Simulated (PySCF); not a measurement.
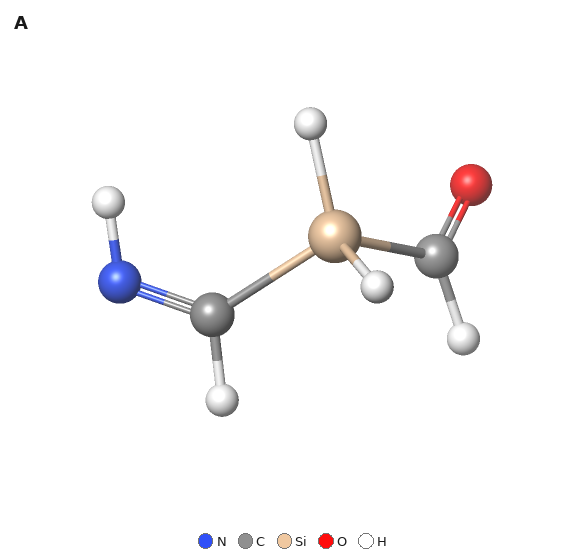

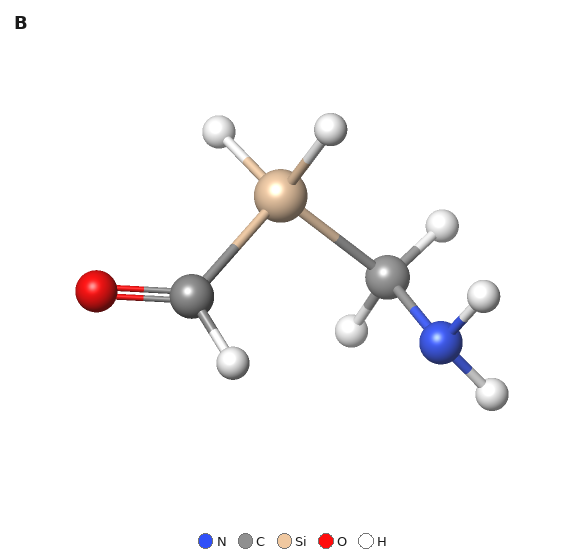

Two related species, optimised with GFN2-xTB; properties computed with PySCF 2.14.0. Both: charge 0, singlet.

Identify both.

A is C2H5NOSi ([H]/N=C\[SiH2]C=O), B is C2H7NOSi (NC[SiH2]C=O).

Compare them. With B3LYP/def2-SVPD: dipole moment (D), HOMO–LUMO gap (eV), HOMO energy (Kohn–Sham orbital) (eV), lowest vertical singlet excitation (eV), mean static polarisability (bohr³). With GFN2-xTB: mean Si–C length (Å), mean Si–H length (Å).

```
                               quantity      A      B
                      dipole moment (D)   2.13   4.06
                     HOMO–LUMO gap (eV)   4.63   4.80
   HOMO energy (Kohn–Sham orbital) (eV)  −6.91  −6.48
lowest vertical singlet excitation (eV)   3.14   3.14
     mean static polarisability (bohr³)   64.6   65.1
                   mean Si–C length (Å)  1.915  1.915
                   mean Si–H length (Å)  1.461  1.465
```

Each is one conformer, and no frequency run is at hand to confirm it as a minimum.

The geometry is semi-empirical. Around Si such bond lengths and angles can be off by a tenth of an ångström or more and by several degrees, and values that hang on the shape move with them.
